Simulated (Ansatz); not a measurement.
# CHFSi+ (quartet): the correlation ladder, cc-pVDZ

How much of the correlation energy of CHFSi+ (quartet) does each wave-function method recover here?

The runs use Ansatz 0.2.0, Gaussian basis; cc-pVDZ, core rule «outside noble gas», up to 7 orbitals frozen.

Plan: UHF; CCSD(T) on ROHF; CCSD(T) on UHF; BCCD(T) on ROHF; CISD as a restricted active space (open shells left free, so some higher excitations enter); CCSDT(Q) on ROHF; CCSDT(Q) on UHF.

4 further runs of the same task are left out: 4 set aside as unsound or not needed. Runs told in other sessions of the task aren't counted.

## Step 1: The geometry

The geometry is a PBE0/def2-TZVP stationary point (not a proven minimum) of the parent state, kept for this charge and spin.

4 atoms, charge 1, spin multiplicity 4.

Atoms are counted from 1 here; the program's logs count them from 0.

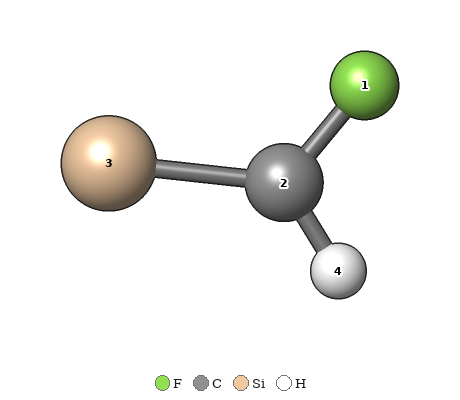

The structure; fluorine green, carbon grey, silicon light orange, hydrogen white; atoms are numbered from 1 in the order of the file.

In the tables R marks a restricted open-shell determinant and U an unrestricted one; energies count from the table's Hartree-Fock row.

## Step 2: UHF

Input file in.yaml:

```yaml
crystal:
  periodic: [false, false, false]
  atoms:
    - {symbol: F, position_ang: [0.000000, -0.300700, 1.533384]}
    - {symbol: C, position_ang: [0.000000, 0.518965, 0.484561]}
    - {symbol: Si, position_ang: [0.000000, -0.074287, -1.274648]}
    - {symbol: H, position_ang: [0.000000, 1.553738, 0.840684]}
basis:
  gaussian: {orbitals: cc-pVDZ}
total_charge: 1
magnetization: {spin_polarized: true, initial_magnetization: 3}
hamiltonian: {xc: hf}
output: {orbitals: {seedname: orbitals}}
```

Started as:

```console
ansatz run in.yaml --threads 1 --pin off --events-out ev --progress --plain --max-ram 2560MiB --backend cpu
```

Log:

```text
Functional definition: HF
  name "HF"
  cite "Fock, Z. Phys. 61, 126 (1930) doi:10.1007/BF01340294"
  parent pbe
  exchange = exact_x
  correlation = 0
488 factors; integrals over basis functions are off by at most 1.3e-3 eV
mean field evaluation 1: about -11594.0952 eV, gradient 3.8e1 eV
mean field evaluation 2: about -11594.2428 eV, gradient 3.7e1 eV
mean field evaluation 4: about -11601.8092 eV, gradient 4.8e0 eV
mean field evaluation 8: about -11602.3367 eV, gradient 7.4e-1 eV
mean field evaluation 16: about -11602.3646 eV, gradient 1.1e-5 eV
mean field evaluation 32: about -11601.2115 eV, gradient 1.6e0 eV
mean field evaluation 64: about -11602.2277 eV, gradient 8.9e-1 eV
mean field evaluation 96: about -11599.5177 eV, gradient 2.2e1 eV
mean field -11602.36455954 eV, -426.3790331979 hartree, gradient 3.2e-5 eV, S^2 3.760123; 1 other end points of the search recorded, 0 dependent functions left out
reference -11602.36455954 eV, -426.3790331979 hartree; 16, 13 occupied and 35, 38 virtual orbitals, 488 factors
Total energy: -11602.36455954 eV, -426.3790331979 hartree
```

Wall time 1 s (1 thread of AMD EPYC 7R13, shared host).

From the report: ⟨S²⟩ of the determinant 3.760 (pure quartet: 3.75).

## Step 3: CCSD(T) on ROHF

in.yaml, as its differences from that of step 2:

```diff
@@ -10,4 +10,3 @@
 total_charge: 1
-magnetization: {spin_polarized: true, initial_magnetization: 3}
-hamiltonian: {xc: hf}
-output: {orbitals: {seedname: orbitals}}
+magnetization: {spin_polarized: false, initial_magnetization: 3}
+correlation: {method: ccsd_t, electrons: outside_noble_gas}
```

The command is unchanged.

Log (excerpt; [...] marks lines left out):

```text
Functional definition: HF
  name "HF"
  cite "Fock, Z. Phys. 61, 126 (1930) doi:10.1007/BF01340294"
  parent pbe
[...]
488 factors; integrals over basis functions are off by at most 1.3e-3 eV
[...]
mean field -11602.27450304 eV, -426.3757236828 hartree, gradient 8.2e-6 eV, S^2 3.750000; 6 other end points of the search recorded, 0 dependent functions left out
[...]
determinant -11602.27450304 eV, -426.3757236828 hartree, with singles and doubles -11612.36380231 eV, -426.7464985921 hartree
determinant -11600.98600680 eV, -426.3283723193 hartree, with singles and doubles -11610.87510458 eV, -426.6917899593 hartree
7 core orbitals not correlated: weight in the atoms' cores, before any rotation towards them, 1.000 or more for the frozen orbitals, at most 0.000 for the correlated occupied ones
reference -11602.27450304 eV, -426.3757236828 hartree; 9, 6 occupied and 35, 38 virtual orbitals, 488 factors
second order -9.36443724 eV of doubles, -0.04643498 eV of singles
cycle   1  -10.09234624 eV  change   -3.0e-3 eV  update   3.4e-3
[...]
cycle  10  -10.09665313 eV  change   -5.2e-6 eV  update   5.0e-6
perturbative correction -0.33683379 eV, -0.0123784136 hartree
Total energy: -11612.70798997 eV, -426.7591472551 hartree
```

It took 5.5 s on 1 thread of AMD EPYC 7R13, shared host.

From the report: correlation -10.4335 eV; T1 0.036; largest double amplitude 0.09.

## Step 4: CCSD(T) on UHF

in.yaml, as its differences from that of step 3:

```diff
@@ -10,3 +10,3 @@
 total_charge: 1
-magnetization: {spin_polarized: false, initial_magnetization: 3}
+magnetization: {spin_polarized: true, initial_magnetization: 3}
 correlation: {method: ccsd_t, electrons: outside_noble_gas}
```

Same command.

Log (excerpt; [...] marks lines left out):

```text
Functional definition: HF
  name "HF"
  cite "Fock, Z. Phys. 61, 126 (1930) doi:10.1007/BF01340294"
  parent pbe
[...]
488 factors; integrals over basis functions are off by at most 1.3e-3 eV
[...]
mean field -11602.36455954 eV, -426.3790331979 hartree, gradient 1.5e-6 eV, S^2 3.760123; 6 other end points of the search recorded, 0 dependent functions left out
determinant -11602.36455954 eV, -426.3790331979 hartree, with singles and doubles -11612.37527449 eV, -426.7469201870 hartree
determinant -11601.24503643 eV, -426.3378914825 hartree, with singles and doubles -11610.88397522 eV, -426.6921159496 hartree
7 core orbitals not correlated: weight in the atoms' cores, before any rotation towards them, 1.000 or more for the frozen orbitals, at most 0.000 for the correlated occupied ones
reference -11602.36455954 eV, -426.3790331979 hartree; 9, 6 occupied and 35, 38 virtual orbitals, 488 factors
second order -9.28632571 eV of doubles, -0.00000000 eV of singles
cycle   1  -10.01248245 eV  change   -1.8e-3 eV  update   2.4e-3
[...]
cycle  10  -10.01448362 eV  change   -8.9e-6 eV  update   4.7e-6
perturbative correction -0.33044959 eV, -0.0121437985 hartree
Total energy: -11612.70949275 eV, -426.7592024812 hartree
```

It took 4.1 s on 1 thread of AMD EPYC 7R13, shared host.

From the report: ⟨S²⟩ of the determinant 3.760 (pure quartet: 3.75); correlation -10.3449 eV; T1 0.035; largest double amplitude 0.08.

## Step 5: BCCD(T) on ROHF

in.yaml, as its differences from that of step 4:

```diff
@@ -10,3 +10,3 @@
 total_charge: 1
-magnetization: {spin_polarized: true, initial_magnetization: 3}
-correlation: {method: ccsd_t, electrons: outside_noble_gas}
+magnetization: {spin_polarized: false, initial_magnetization: 3}
+correlation: {method: bccd_t, electrons: outside_noble_gas}
```

Launched as before.

Log (excerpt; [...] marks lines left out):

```text
Functional definition: HF
  name "HF"
  cite "Fock, Z. Phys. 61, 126 (1930) doi:10.1007/BF01340294"
  parent pbe
[...]
488 factors; integrals over basis functions are off by at most 1.3e-3 eV
[...]
mean field -11602.27450304 eV, -426.3757236828 hartree, gradient 8.2e-6 eV, S^2 3.750000; 6 other end points of the search recorded, 0 dependent functions left out
[...]
determinant -11602.27450304 eV, -426.3757236828 hartree, with singles and doubles -11612.36380231 eV, -426.7464985921 hartree
determinant -11600.98600680 eV, -426.3283723193 hartree, with singles and doubles -11610.87510458 eV, -426.6917899593 hartree
7 core orbitals not correlated: weight in the atoms' cores, before any rotation towards them, 1.000 or more for the frozen orbitals, at most 0.000 for the correlated occupied ones
reference -11602.27450304 eV, -426.3757236828 hartree; 9, 6 occupied and 35, 38 virtual orbitals, 488 factors
second order -9.36443724 eV of doubles, -0.04643498 eV of singles
cycle   1  -10.04100149 eV  change    4.8e-2 eV  update   2.3e-2
[...]
cycle  12  -10.04766841 eV  change   -9.2e-6 eV  update   7.3e-6
perturbative correction -0.38732386 eV, -0.0142338893 hartree
Total energy: -11612.70949532 eV, -426.7592025757 hartree
```

It took 4.9 s on 1 thread of AMD EPYC 7R13, shared host.

From the report: correlation -10.4350 eV; largest double amplitude 0.09.

## Step 6: CISD as a restricted active space (open shells left free, so some higher excitations enter)

in.yaml, as its differences from that of step 5:

```diff
@@ -11,2 +11,2 @@
 magnetization: {spin_polarized: false, initial_magnetization: 3}
-correlation: {method: bccd_t, electrons: outside_noble_gas}
+correlation: {active_space: {ras: {orbitals: [6, 3, 35], electrons: 15, max_holes: 2, max_particles: 2}, fixed_orbitals: true}}
```

Launched as before.

Log:

```text
Functional definition: HF
  name "HF"
  cite "Fock, Z. Phys. 61, 126 (1930) doi:10.1007/BF01340294"
  parent pbe
  exchange = exact_x
  correlation = 0
488 factors; integrals over basis functions are off by at most 1.3e-3 eV
mean field evaluation 1: about -11594.9376 eV, gradient 4.8e1 eV
mean field evaluation 2: about -11595.0674 eV, gradient 4.8e1 eV
mean field evaluation 4: about -11601.5650 eV, gradient 1.1e1 eV
mean field evaluation 8: about -11602.2251 eV, gradient 6.3e-1 eV
mean field evaluation 16: about -11602.2745 eV, gradient 4.7e-4 eV
mean field evaluation 32: about -11602.2112 eV, gradient 1.0e0 eV
mean field evaluation 64: about -11594.9366 eV, gradient 4.8e1 eV
mean field -11602.27450304 eV, -426.3757236828 hartree, gradient 8.2e-6 eV, S^2 3.750000; 6 other end points of the search recorded, 0 dependent functions left out
reference -11602.27450304 eV, -426.3757236828 hartree; 16, 13 occupied and 35, 38 virtual orbitals, 488 factors
state -11611.48305696 eV, -426.7141317972 hartree
Total energy: -11611.48305696 eV, -426.7141317972 hartree
```

It took 26 s on 1 thread of AMD EPYC 7R13, shared host.

From the report: 293,138 determinants.

## Step 7: CCSDT(Q) on ROHF

in.yaml, as its differences from that of step 6:

```diff
@@ -11,2 +11,2 @@
 magnetization: {spin_polarized: false, initial_magnetization: 3}
-correlation: {active_space: {ras: {orbitals: [6, 3, 35], electrons: 15, max_holes: 2, max_particles: 2}, fixed_orbitals: true}}
+correlation: {method: ccsdt_q, electrons: outside_noble_gas}
```

Started as:

```console
ansatz run in.yaml --threads 2 --pin off --events-out ev --progress --plain --max-ram 15360MiB --backend cuda --devices 0, --max-vram 18GiB
```

Log (excerpt; [...] marks lines left out):

```text
Functional definition: HF
  name "HF"
  cite "Fock, Z. Phys. 61, 126 (1930) doi:10.1007/BF01340294"
  parent pbe
[...]
941 factors; integrals over basis functions are off by at most 1.8e-7 eV
[...]
mean field -11602.27462697 eV, -426.3757282371 hartree, gradient 8.1e-6 eV, S^2 3.750000; 6 other end points of the search recorded, 0 dependent functions left out
[...]
determinant -11602.27462697 eV, -426.3757282371 hartree, with singles and doubles -11612.36391506 eV, -426.7465027357 hartree
determinant -11600.98611941 eV, -426.3283764574 hartree, with singles and doubles -11610.87521808 eV, -426.6917941305 hartree
7 core orbitals not correlated: weight in the atoms' cores, before any rotation towards them, 1.000 or more for the frozen orbitals, at most 0.000 for the correlated occupied ones
reference -11602.27462697 eV, -426.3757282371 hartree; 9, 6 occupied and 35, 38 virtual orbitals, 941 factors
second order -9.36445500 eV of doubles, -0.04643459 eV of singles
cycle   1  -9.61287745 eV  change   -2.0e-1 eV  update   1.2e-1
[...]
cycle  23  -10.47720734 eV  change    8.0e-7 eV  update   1.1e-6
perturbative correction -0.02407547 eV, -0.0008847573 hartree
Total energy: -11612.77590979 eV, -426.7616432626 hartree
```

It took 7.5 s on 1 × H100 (card shared with other runs) with 2 threads of AMD EPYC 7R13, shared host; peak host memory 0.91 GiB.

From the report: correlation -10.5013 eV; T1 0.039; largest double amplitude 0.12.

## Step 8: CCSDT(Q) on UHF

in.yaml, as its differences from that of step 7:

```diff
@@ -10,3 +10,3 @@
 total_charge: 1
-magnetization: {spin_polarized: false, initial_magnetization: 3}
+magnetization: {spin_polarized: true, initial_magnetization: 3}
 correlation: {method: ccsdt_q, electrons: outside_noble_gas}
```

The command is unchanged.

Log (excerpt; [...] marks lines left out):

```text
Functional definition: HF
  name "HF"
  cite "Fock, Z. Phys. 61, 126 (1930) doi:10.1007/BF01340294"
  parent pbe
[...]
941 factors; integrals over basis functions are off by at most 1.8e-7 eV
[...]
mean field -11602.36468262 eV, -426.3790377210 hartree, gradient 1.5e-6 eV, S^2 3.760123; 6 other end points of the search recorded, 0 dependent functions left out
determinant -11602.36468262 eV, -426.3790377210 hartree, with singles and doubles -11612.37538790 eV, -426.7469243546 hartree
determinant -11601.24514977 eV, -426.3378956477 hartree, with singles and doubles -11610.88408895 eV, -426.6921201290 hartree
7 core orbitals not correlated: weight in the atoms' cores, before any rotation towards them, 1.000 or more for the frozen orbitals, at most 0.000 for the correlated occupied ones
reference -11602.36468262 eV, -426.3790377210 hartree; 9, 6 occupied and 35, 38 virtual orbitals, 941 factors
second order -9.28634575 eV of doubles, -0.00000000 eV of singles
cycle   1  -9.51966107 eV  change   -2.3e-1 eV  update   1.2e-1
[...]
cycle  24  -10.38863396 eV  change    1.8e-7 eV  update   7.2e-7
perturbative correction -0.03314630 eV, -0.0012181039 hartree
Total energy: -11612.78646287 eV, -426.7620310812 hartree
```

Wall time 6.5 s (1 × H100 (card shared with other runs) with 2 threads of AMD EPYC 7R13, shared host); peak host memory 0.87 GiB.

From the report: ⟨S²⟩ of the determinant 3.760 (pure quartet: 3.75); correlation -10.4218 eV; T1 0.038; largest double amplitude 0.12.

## Step 9: Misses and costs

The yardstick is UCCSDT(Q), where the cluster series has nearly closed. Rows without a time are mean-field rows or come out of runs for another level: lower rungs of the coupled-cluster runs, or the Hartree-Fock search.

Differences are taken before rounding.

| method | energy from the lowest ROHF (kJ/mol) | from UCCSDT(Q) (kJ/mol) | time |
| --- | --- | --- | --- |
| ROHF | 0.0 | +1014.2 |  |
| UHF | -8.7 | +1005.6 |  |
| RMP2 | -908.0 | +106.2 |  |
| UMP2 | -904.7 | +109.6 |  |
| CISD | -888.5 | +125.8 | 26 s |
| RCCSD | -974.2 | +40.1 |  |
| UCCSD | -974.9 | +39.3 |  |
| RCCSD(T) | -1006.7 | +7.6 | 5.5 s |
| UCCSD(T) | -1006.8 | +7.4 | 4.1 s |
| BCCD(T) | -1006.8 | +7.4 | 4.9 s |
| RCCSDT | -1010.9 | +3.3 |  |
| UCCSDT | -1011.1 | +3.2 |  |
| RCCSDT(Q) | -1013.2 | +1.0 | 7.5 s (GPU) |
| UCCSDT(Q) | -1014.2 | 0 | 6.5 s (GPU) |

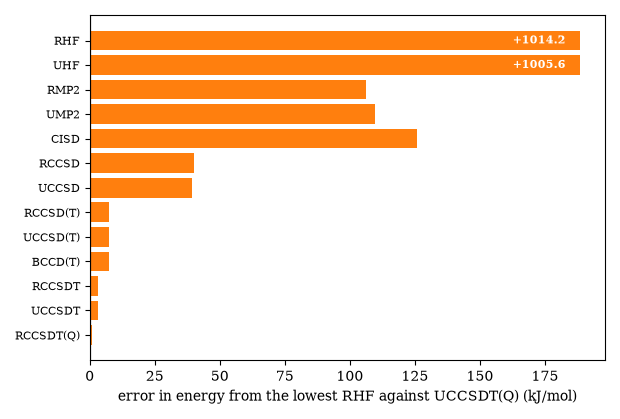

Error of each method against UCCSDT(Q). Bars with a number in them are cut short.

Some runs used a GPU and others CPU threads alone; cost is compared among the CPU runs only.

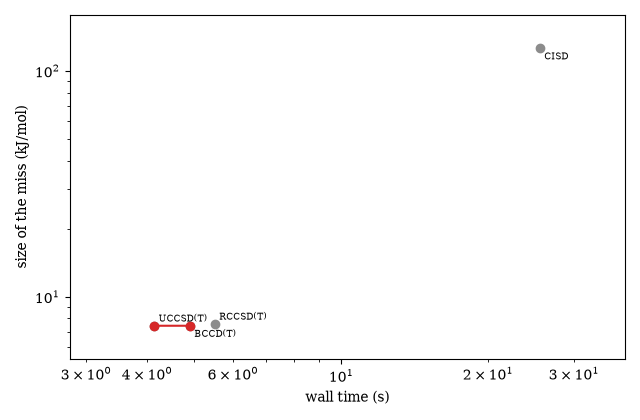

Miss against cost. Red marks the levels that no quicker level drawn beats. Times are from a shared host.

## Step 10: Results

| quantity | value |
| --- | --- |
| UCCSDT(Q) from the ROHF energy | -10.5120 eV |
| RMP2 from UCCSDT(Q) | +106.2 kJ/mol |
| UMP2 from UCCSDT(Q) | +109.6 kJ/mol |
| RCCSD from UCCSDT(Q) | +40.1 kJ/mol |
| RCCSD(T) from UCCSDT(Q) | +7.6 kJ/mol |
| UCCSD(T) from UCCSDT(Q) | +7.4 kJ/mol |
| RCCSDT(Q) from UCCSDT(Q) | +1.0 kJ/mol |
| levels within 1 kcal/mol (43 meV) | RCCSDT, UCCSDT, RCCSDT(Q) |
| T1 diagnostic | 0.036 |

In words: RCCSD(T) misses by +7.6 kJ/mol, 0.7 % of the correlation energy. These misses are within one basis, not against nature; the frozen cores of restricted and unrestricted runs differ, which can shift their rows.

With open shells the CI space here admits some higher excitations, so it is larger than plain CISD.

BCCD(T) reaches 7.4 kJ/mol from the reference in 4.9 s; the quickest level in the cost chart, UCCSD(T), takes 4.1 s and misses by 7.4 kJ/mol.
